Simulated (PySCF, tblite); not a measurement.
# C₆H₁₀OSSi: geometry, infrared bands and NMR shifts

What infrared bands and NMR shifts should C₆H₁₀OSSi (`C[C@@H](S)[C@H]1[SiH2]C=CC1=O`) show?

Computed with tblite 0.8.0 and PySCF 2.14.0, with density-fitted response routines of our own, on a single molecule in the gas phase. Atoms count from 0, in the outputs and in this text.

## Step 1: The molecule as given

19 atoms, charge 0, multiplicity 1; geometry from: force field or distance geometry start.

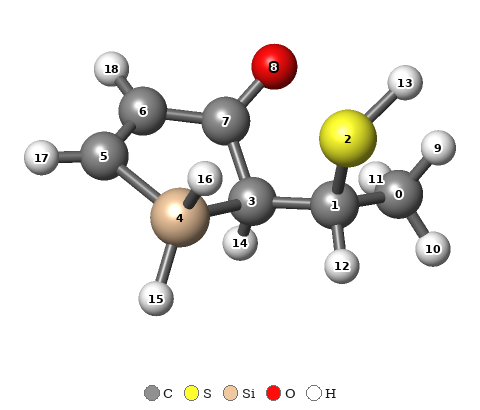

As it starts; carbon grey, sulfur yellow, silicon light orange, oxygen red, hydrogen white, atoms numbered; sticks join atoms by distance.

## Step 2: Geometry optimisation with GFN2-xTB

What the job is given:

```
{"job": {"kind": "relax", "xc": "GFN2-xTB", "basis": "xTB"}, "charge": 0, "multiplicity": 1}
C      2.147100    -1.223400    -0.080400
C      0.992500    -0.552200     0.610600
S      1.455100     1.111200     1.147300
C     -0.302300    -0.544600    -0.149800
Si    -1.642200     0.323200     0.890700
C     -2.539000     0.885800    -0.661400
C     -1.642500     0.859100    -1.626100
C     -0.335600     0.440400    -1.244700
O      0.735300     0.849200    -1.798200
H      2.998100    -0.502800    -0.060100
H      2.450500    -2.128300     0.482800
H      1.907100    -1.535700    -1.118900
H      0.793700    -1.143500     1.561900
H      2.673200     1.503700     0.604000
H     -0.659400    -1.530400    -0.437500
H     -2.430300    -0.602400     1.678800
H     -1.115300     1.479200     1.593200
H     -3.577700     1.171700    -0.735600
H     -1.918100     1.149100    -2.649000
```

On the command line:

```
$ OMP_NUM_THREADS=1 python probes_run.py task.json out
```

One launch serves the whole session: the jobs run in the order shown.

The program printed:

```text
step      E/eV     max force
  0    -732.12986    5.393
  1    -732.38043    5.335
  2    -732.58308    0.951
  3    -732.63994    0.671
  4    -732.72803    0.717
  5    -732.77392    0.712
  6    -732.82163    0.592
  7    -732.84437    0.373
  8    -732.86248    0.367
  9    -732.88012    0.400
 10    -732.89654    0.437
 11    -732.91016    0.312
 12    -732.92252    0.281
 13    -732.93538    0.284
 14    -732.94707    0.288
 15    -732.95715    0.282
 16    -732.96662    0.220
 17    -732.97568    0.224
 18    -732.98383    0.192
 19    -732.99136    0.195
 20    -732.99864    0.196
 21    -733.00557    0.210
 22    -733.01212    0.189
 23    -733.01830    0.165
 24    -733.02460    0.235
 25    -733.03068    0.244
 26    -733.03289    0.423
 27    -733.04002    0.148
 28    -733.04415    0.175
 29    -733.05042    0.235
 30    -733.05678    0.255
 31    -733.06465    0.205
 32    -733.07008    0.130
 33    -733.07376    0.133
 34    -733.07747    0.164
 35    -733.08148    0.207
 36    -733.08589    0.233
 37    -733.08984    0.166
 38    -733.09419    0.114
 39    -733.09585    0.126
 40    -733.09848    0.087
 41    -733.09925    0.063
 42    -733.10012    0.065
 43    -733.10093    0.071
 44    -733.10177    0.081
 45    -733.10244    0.082
 46    -733.10308    0.071
 47    -733.10376    0.066
 48    -733.10453    0.067
 49    -733.10538    0.063
 50    -733.10633    0.078
 51    -733.10742    0.080
 52    -733.10864    0.083
 53    -733.11004    0.091
 54    -733.11171    0.096
 55    -733.11374    0.105
 56    -733.11614    0.111
 57    -733.11915    0.129
 58    -733.12284    0.146
 59    -733.12749    0.170
 60    -733.13248    0.287
 61    -733.13762    0.275
 62    -733.14659    0.267
 63    -733.15859    0.293
 64    -733.16799    0.251
 65    -733.18563    0.255
 66    -733.18563    0.459
 67    -733.17749    0.635
 68    -733.19874    0.159
 69    -733.20184    0.118
 70    -733.20519    0.253
 71    -733.20747    0.107
 72    -733.21006    0.103
 73    -733.21168    0.069
 74    -733.21272    0.072
 75    -733.21387    0.076
 76    -733.21490    0.087
 77    -733.21600    0.071
 78    -733.21680    0.071
 79    -733.21749    0.093
 80    -733.21809    0.066
 81    -733.21861    0.059
 82    -733.21909    0.050
 83    -733.21950    0.053
 84    -733.21984    0.050
 85    -733.22014    0.036
 86    -733.22041    0.043
 87    -733.22066    0.043
 88    -733.22090    0.038
 89    -733.22113    0.035
 90    -733.22136    0.032
 91    -733.22157    0.033
 92    -733.22174    0.029
 93    -733.22186    0.027
 94    -733.22195    0.018
 95    -733.22205    0.022
 96    -733.22214    0.028
 97    -733.22223    0.025
 98    -733.22229    0.019
 99    -733.22235    0.019
100    -733.22241    0.021
101    -733.22247    0.026
102    -733.22254    0.028
103    -733.22263    0.020
104    -733.22273    0.022
105    -733.22284    0.028
106    -733.22294    0.030
107    -733.22302    0.039
108    -733.22310    0.025
109    -733.22320    0.022
110    -733.22331    0.024
111    -733.22340    0.025
112    -733.22350    0.027
113    -733.22362    0.029
114    -733.22378    0.036
115    -733.22390    0.027
116    -733.22397    0.021
117    -733.22401    0.017
118    -733.22406    0.022
119    -733.22414    0.030
120    -733.22423    0.025
121    -733.22428    0.011
122    -733.22430    0.008
```

Wall time 1.2 s (1 thread of Arm Neoverse V1, shared host).

Step by step: (not every step is listed)

```
step  energy from step 0 (eV)  largest force (eV/Å)
   0                   0.0000                5.3935
   1                  -0.2506                5.3352
   2                  -0.4532                0.9513
   3                  -0.5101                0.6714
   4                  -0.5982                0.7169
   5                  -0.6441                0.7123
   6                  -0.6918                0.5921
   7                  -0.7145                0.3732
   8                  -0.7326                0.3665
  18                  -0.8540                0.1922
  28                  -0.9143                0.1746
  38                  -0.9643                0.1144
  48                  -0.9747                0.0673
  58                  -0.9930                0.1462
  68                  -1.0689                0.1590
  78                  -1.0869                0.0706
  88                  -1.0910                0.0376
  98                  -1.0924                0.0193
 108                  -1.0932                0.0250
 117                  -1.0942                0.0168
 118                  -1.0942                0.0218
 119                  -1.0943                0.0302
 120                  -1.0944                0.0247
 121                  -1.0944                0.0109
 122                  -1.0944                0.0083
```

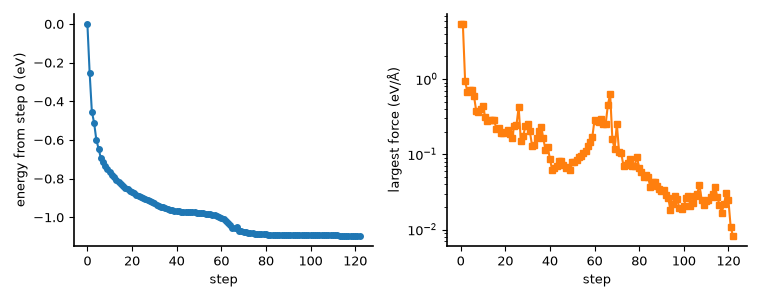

Energy and force, step by step.

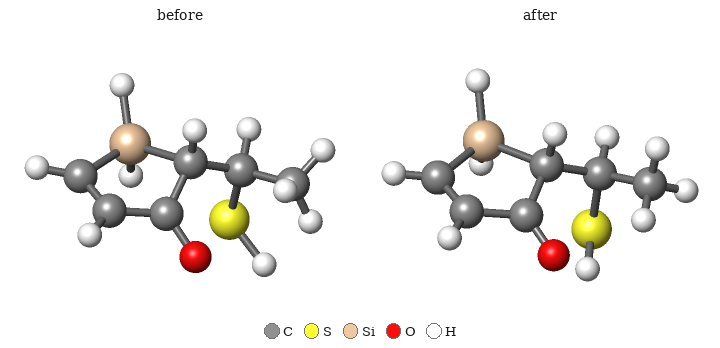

Before and after, at one scale.

Close pairs (by a distance rule), those that changed most:

```
  bond  before (Å)  after (Å)  change (Å)
S2–H13       1.390      1.329      -0.062
 C7–O8       1.273      1.212      -0.061
 C6–C7       1.424      1.477      +0.052
C1–H12       1.138      1.095      -0.043
 C3–C7       1.473      1.515      +0.041
 C0–H9       1.115      1.088      -0.027
 C1–S2       1.808      1.835      +0.027
 C1–C3       1.502      1.525      +0.024
```

The end geometry stands in the next job.

## Step 3: Harmonic vibrations with GFN2-xTB

What the job is given:

```
{"job": {"kind": "ir", "xc": "GFN2-xTB", "basis": "xTB"}, "charge": 0, "multiplicity": 1}
C      2.176907    -1.250598    -0.038942
C      1.108230    -0.475593     0.718004
S      1.701152     1.217595     1.105366
C     -0.237378    -0.420289     0.002008
Si    -1.721137     0.293666     0.986853
C     -2.485852     0.887780    -0.629326
C     -1.610635     0.822791    -1.634234
C     -0.247068     0.375726    -1.286488
O      0.737234     0.674904    -1.927042
H      3.114906    -1.232960     0.511846
H      1.867573    -2.287492    -0.164189
H      2.338820    -0.811769    -1.020211
H      0.962493    -0.922419     1.706745
H      1.913938     1.563374    -0.159615
H     -0.501940    -1.445196    -0.286606
H     -2.492236    -0.752128     1.660809
H     -1.343970     1.378918     1.883989
H     -3.490912     1.252027    -0.771975
H     -1.799929     1.140912    -2.649292
```

The program printed:

```text
mode    cm-1     km/mol
  1      53.2      1.86
  2      77.8      3.70
  3     143.6      2.32
  4     179.7      4.18
  5     229.8      0.27
  6     233.9      1.63
  7     272.0      0.18
  8     321.5     45.77
  9     352.4      9.08
 10     378.6     18.55
 11     422.5      8.11
 12     471.0     39.52
 13     491.1      2.36
 14     538.2     62.78
 15     582.4     35.69
 16     633.2     34.29
 17     641.8     23.40
 18     650.9     39.89
 19     725.2      7.54
 20     771.6    142.64
 21     784.6    109.16
 22     809.9    116.25
 23     823.4     12.68
 24     892.4      6.61
 25     925.6      1.73
 26     976.7      3.76
 27    1023.3     12.02
 28    1037.9     42.04
 29    1071.4     18.93
 30    1116.7      2.14
 31    1133.4      8.38
 32    1144.7     50.93
 33    1214.4     48.01
 34    1264.9     23.67
 35    1279.2     19.69
 36    1299.5      7.40
 37    1407.4     12.27
 38    1486.2      3.86
 39    1491.4      4.52
 40    1609.6      9.49
 41    1725.6    312.13
 42    2268.0    324.98
 43    2323.6    196.14
 44    2460.5     53.43
 45    2894.1     25.15
 46    2934.2     23.89
 47    3012.3     36.76
 48    3036.0     21.18
 49    3052.4      5.01
 50    3071.0     15.55
 51    3088.3     39.62
```

It took 0.93 s on 1 thread of Arm Neoverse V1, shared host.

Which atoms move in the most intense modes:

| cm⁻¹ | km/mol | atoms |
| --- | --- | --- |
| 538 | 62.8 | H16 18 %, H15 13 %, C7 13 %, C5 11 % |
| 772 | 142.6 | H15 37 %, H16 37 % |
| 785 | 109.2 | C5 37 %, Si4 20 %, H17 17 % |
| 810 | 116.2 | H17 20 %, C7 15 %, H14 11 % |
| 1726 | 312.1 | C7 62 %, O8 37 % |
| 2268 | 325.0 | H15 96 % |
| 2324 | 196.1 | H16 96 % |
| 2460 | 53.4 | H13 97 % |

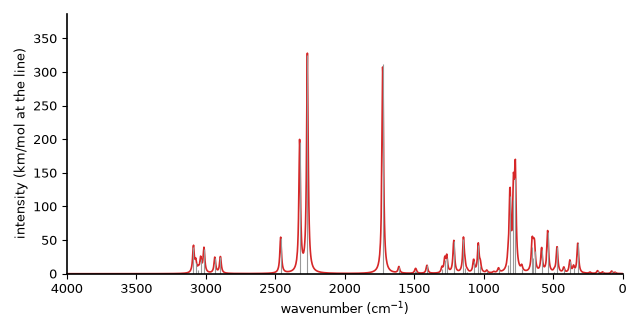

The infrared spectrum from these modes, unscaled. Lines are broadened to a width of 14 cm⁻¹ (Lorentzian).

## Step 4: Shielding tensors: PBE0/pcSseg-1

Settings changed since step 3:

```diff
@@ -1,2 +1,2 @@
-{"job": {"kind": "ir", "xc": "GFN2-xTB", "basis": "xTB"}, "charge": 0, "multiplicity": 1}
+{"job": {"kind": "nmr", "xc": "PBE0", "basis": "pcSseg-1"}, "charge": 0, "multiplicity": 1}
 C      2.176907    -1.250598    -0.038942
```

With the program's defaults for keys left out, this is: GIAO PBE0/pcSseg-1 NMR shielding, non-relativistic, gas phase.

The program printed:

```text
coarse grid: 17056 points
cycle   1  E = -996.6590844763  dE =  1.268e+00  |g| = 7.943e-01  |ddm| = 4.103e+00
cycle   2  E = -996.2857385694  dE =  3.733e-01  |g| = 1.587e+00  |ddm| = 2.501e+00
cycle   3  E = -996.7806435381  dE = -4.949e-01  |g| = 2.219e-01  |ddm| = 2.005e+00
cycle   4  E = -996.7918222834  dE = -1.118e-02  |g| = 6.537e-02  |ddm| = 2.636e-01
cycle   5  E = -996.7926996004  dE = -8.773e-04  |g| = 2.549e-02  |ddm| = 7.349e-02
cycle   6  E = -996.7928522443  dE = -1.526e-04  |g| = 7.394e-03  |ddm| = 2.664e-02
cycle   7  E = -996.7928657496  dE = -1.351e-05  |g| = 2.219e-03  |ddm| = 9.900e-03
cycle   8  E = -996.7928668794  dE = -1.130e-06  |g| = 5.908e-04  |ddm| = 2.894e-03
final grid: 155848 points
cycle   9  E = -996.8593679206  dE = -2.730e-05  |g| = 1.223e-02  |ddm| = 3.781e-02
cycle  10  E = -996.8592893819  dE =  7.854e-05  |g| = 2.330e-02  |ddm| = 3.036e-02
cycle  11  E = -996.8593984204  dE = -1.090e-04  |g| = 2.717e-03  |ddm| = 2.144e-02
cycle  12  E = -996.8593999542  dE = -1.534e-06  |g| = 3.111e-04  |ddm| = 2.681e-03
cycle  13  E = -996.8593999747  dE = -2.046e-08  |g| = 1.524e-04  |ddm| = 5.854e-04
cycle  14  E = -996.8593999804  dE = -5.733e-09  |g| = 3.866e-05  |ddm| = 1.851e-04
cycle  15  E = -996.8593999807  dE = -3.415e-10  |g| = 1.411e-05  |ddm| = 4.634e-05
converged SCF energy = -996.8593999807

GIAO shielding tensors (ppm)
atom      isotropic    diamagn.    paramagn.     s11        s22        s33       span
  0 C      159.226     246.969     -87.743    131.785    159.728    186.163     54.378
  1 C      146.767     247.027    -100.260    133.020    150.704    156.577     23.557
  2 S      555.128    1057.634    -502.507    384.259    532.027    749.097    364.838
  3 C      137.627     258.791    -121.164    109.225    143.478    160.179     50.954
  4 Si     393.263     881.597    -488.333    366.636    377.871    435.283     68.647
  5 C       29.450     262.809    -233.360    -98.759      7.033    180.076    278.835
  6 C       24.643     256.863    -232.220    -86.694     28.816    131.808    218.502
  7 C      -24.788     250.066    -274.854   -106.195    -41.571     73.402    179.597
  8 O     -298.629     402.365    -700.994   -879.481   -369.531    353.126   1232.607
  9 H       30.069      29.179       0.890     25.398     28.204     36.606     11.208
 10 H       30.488      29.998       0.490     25.643     27.895     37.927     12.283
 11 H       28.658      30.591      -1.933     23.544     29.183     33.248      9.704
 12 H       28.988      32.238      -3.249     24.822     27.663     34.480      9.658
 13 H       28.742      31.873      -3.132     21.157     28.855     36.214     15.057
 14 H       29.398      34.102      -4.704     24.483     29.754     33.956      9.474
 15 H       27.145      29.478      -2.333     23.683     24.922     32.830      9.147
 16 H       26.599      29.030      -2.432     22.385     27.157     30.254      7.869
 17 H       24.122      28.956      -4.833     21.214     24.781     26.372      5.158
 18 H       24.559      30.421      -5.862     22.774     23.897     27.006      4.232
```

Wall time 58 s (1 thread of Arm Neoverse V1, shared host); peak memory 1 GiB.

Shifts follow as δ = σ(reference) − σ, with reference shieldings (ppm) from runs at the same level and on the same kind of geometry: 1H TMS 31.72, 13C TMS 186.9, 29Si TMS 349.2, 17O H2O 336.1, 33S CS2 504. The references are single molecules in the gas phase, so shifts against H2O, NH3, PH3, H3PO4 or CFCl3 are not on the usual liquid scales and can be off by tens of ppm. Atoms listed in one row are averaged.

```csv
atoms,environment,σ (ppm),δ (ppm),δ scaled to CDCl3
C7,ketone carbonyl carbon,-24.8,211.7,204.7
C6,α carbon of a C=C–C=O unit,24.6,162.3,156.5
C5,β carbon of a C=C–C=O unit,29.4,157.5,151.8
C3,"sp3 CH bonded to Si, α to a carbonyl",137.6,49.3,46.2
C1,sp3 CH bonded to S,146.8,40.2,32.9
C0,methyl carbon,159.2,27.7,25.1
H17,hydrogen on a β carbon of a C=C–C=O unit,24.12,7.59,7.27
H18,hydrogen on an α carbon of a C=C–C=O unit,24.56,7.16,6.85
H16,"hydrogen on a silicon bonded to 2 C, in a 5-membered ring",26.60,5.12,–
H15,"hydrogen on a silicon bonded to 2 C, in a 5-membered ring",27.15,4.57,–
H13,hydrogen on a thiol sulfur,28.74,2.98,–
H12,hydrogen on an sp3 CH bonded to S,28.99,2.73,2.68
H14,"hydrogen on an sp3 CH bonded to Si, α to a carbonyl",29.40,2.32,2.29
"H9, H10, H11",hydrogen on a methyl carbon,29.74,1.98,1.97
S2,thiol sulfur,555,-51,–
Si4,"silicon bonded to 2 C, 2 H, in a 5-membered ring",393.3,-44.1,–
O8,ketone oxygen,-298.6,634.7,–
```

The scaled column applies a straight-line fit of computed shieldings to shifts measured in CDCl3, with any fitted terms for Cl, Br or S neighbours (root-mean-square error 0.16 ppm for H, 1.9 ppm for C).

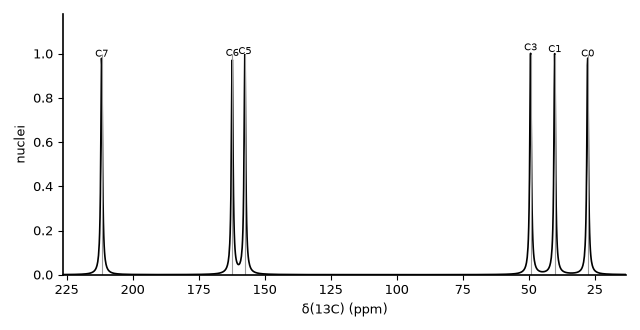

13C lines at the computed shifts, without couplings. Lines are broadened to a width of 0.74 ppm (Lorentzian).

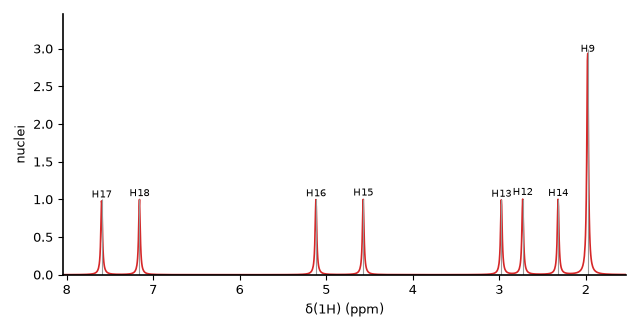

1H lines at the computed shifts, without couplings. Lines are broadened to a width of 0.02 ppm (Lorentzian).

Charges from the same density, by scheme (e):

| atoms | Mulliken | IAO | Hirshfeld | ESP fit |
| --- | --- | --- | --- | --- |
| C0 | -0.18 | -0.42 | -0.13 | -0.74 |
| C1 | -0.38 | -0.16 | -0.02 | 0.10 |
| S2 | -0.12 | -0.10 | -0.06 | -0.36 |
| C3 | -0.54 | -0.43 | -0.13 | -0.56 |
| Si4 | 0.74 | 0.75 | 0.34 | 0.43 |
| C5 | -0.35 | -0.38 | -0.11 | -0.28 |
| C6 | -0.09 | -0.17 | -0.04 | -0.33 |
| C7 | 0.28 | 0.37 | 0.15 | 0.74 |
| O8 | -0.38 | -0.42 | -0.21 | -0.53 |

IAO charges:

C0 -0.42; C1 -0.16; S2 -0.10; C3 -0.43; Si4 0.75; C5 -0.38; C6 -0.17; C7 0.37; O8 -0.42; H9 0.15; H10 0.13; H11 0.16; H12 0.15; H13 0.11; H14 0.17; H15 -0.12; H16 -0.09; H17 0.16; H18 0.17

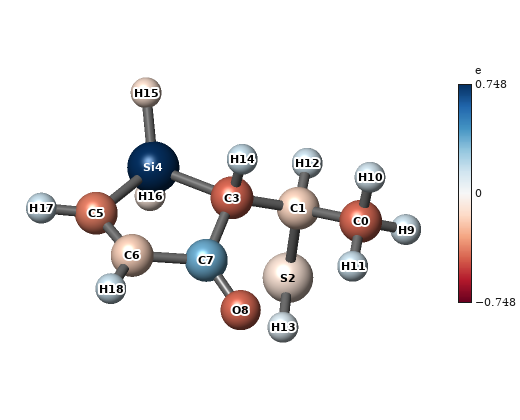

IAO charges, as colours on the atoms.

Mayer bond orders: C0–C1 1.00, C1–S2 1.03, C1–C3 0.98, C3–Si4 0.84, Si4–C5 0.87, C5–C6 1.82, C6–C7 1.04, C7–O8 1.94, C7–C3 0.94.

Ring of atoms C3, Si4, C5, C6, C7: NICS(0) 0.3, NICS(1) -3.5, NICS(1)zz -1.8 ppm (means of both faces).

## Step 5: Summary of results

| quantity | value |
| --- | --- |
| strongest single infrared mode (GFN2-xTB) | 2268 cm⁻¹, 325 km/mol |
| zero-point energy (GFN2-xTB) | 87.0 kcal/mol |
| 13C shifts against TMS (PBE0/pcSseg-1) | 211.7, 162.3, 157.5, 49.3, 40.2, 27.7 ppm |
| 1H shifts against TMS (PBE0/pcSseg-1, means over atoms taken as alike) | 7.59, 7.16, 5.12, 4.57, 2.98, 2.73, 2.32, 1.98 ppm |
| 33S shifts against CS2 (PBE0/pcSseg-1) | -51 ppm |
| 29Si shifts against TMS (PBE0/pcSseg-1) | -44.1 ppm |
| 17O shifts against H2O (PBE0/pcSseg-1) | 634.7 ppm |

The optimisation took 122 steps and gained 1.094 eV; among the close pairs (by a distance rule), S2–H13 changed most, from 1.390 to 1.329 Å. All 51 modes are real, so the xTB geometry is a minimum. The strongest single mode, at 2268 cm⁻¹, moves mainly H15. GFN2-xTB is a fitted tight-binding method: band positions and strengths are rough. Its intensities can rank the bands wrongly. C7 (ketone carbonyl carbon) lies farthest downfield among carbon, at 211.7 ppm; low-lying n→π* states of the double bond to the heteroatom give a large paramagnetic term (-275 ppm). The most deshielded hydrogen is H17 (hydrogen on a β carbon of a C=C–C=O unit), at 7.59 ppm: attached to an sp2 carbon and in the plane of the double bond. At PBE0/pcSseg-1: The widest tensor belongs to O8: span 1233 ppm, with a paramagnetic part of -701 ppm.
